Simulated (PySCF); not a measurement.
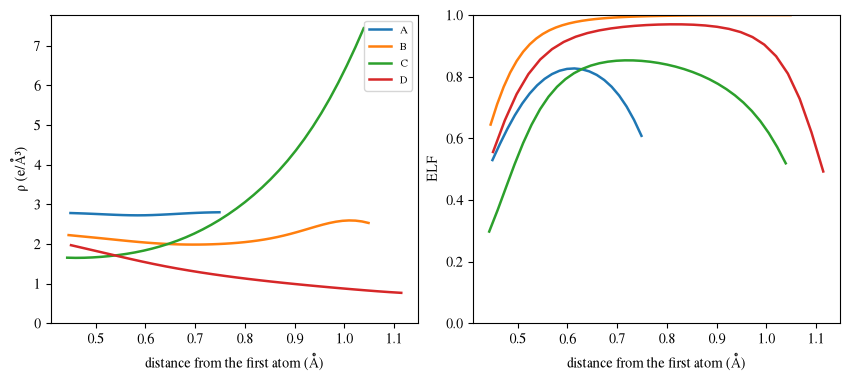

The picture shows: C₅H₇FSi. Total electron density and ELF along straight lines between neighbouring atoms. The curves leave out the atomic cores.

Geometry: GFN2-xTB.

The calculation used CAM-B3LYP/def2-SVPD, SCF density, gas phase in PySCF.

Input

```
{"job": {"kind": "uv", "xc": "CAM-B3LYP", "basis": "def2-SVPD", "nstates": 8, "ntriplets": 3}, "charge": 0, "multiplicity": 1}
C      2.638261    -0.132075    -0.387047
C      1.452735    -0.079077    -0.221899
C      0.040228    -0.009582    -0.025424
Si    -0.702580     1.729545    -0.169000
C     -0.765803    -1.212467    -0.483881
C     -0.564728    -0.967703     0.968239
F      0.250239    -1.811761     1.660654
H      3.675775    -0.182598    -0.529442
H     -0.453425     2.216479    -1.524774
H     -2.142246     1.605215     0.077242
H     -0.076420     2.587192     0.834729
H     -1.748822    -1.055795    -0.901788
H     -0.217922    -2.034137    -0.921727
H     -1.385970    -0.653708     1.601951
```

Launched as:

```sh
OMP_NUM_THREADS=1 python probes_run.py task.json out
```

Q: Which curve belongs to which contact (C–C, C–F, C–H and C–Si)? The first atom named is at distance zero.

A: Curve A: C–C (1.20 Å): ρ is about 2.7 e/Å³ halfway; the ELF peaks at about 0.85 between the atoms; a short, multiple covalent bond. Curve B: C–H (1.05 Å): ρ at the midpoint is about 2.1 e/Å³; the ELF climbs to about 1 towards the hydrogen, as it does in any bond to H: a covalent bond by its length. Curve C: C–F (1.36 Å): ρ at the midpoint is about 2.2 e/Å³, with its minimum of 1.6 e/Å³ about 0.5 Å from C; the ELF peaks at about 0.85 between the atoms: a polar covalent bond. Curve D: C–Si (1.90 Å): ρ at the midpoint is about 0.93 e/Å³; the ELF peaks at about 0.95 between the atoms: localised, covalent bonding.
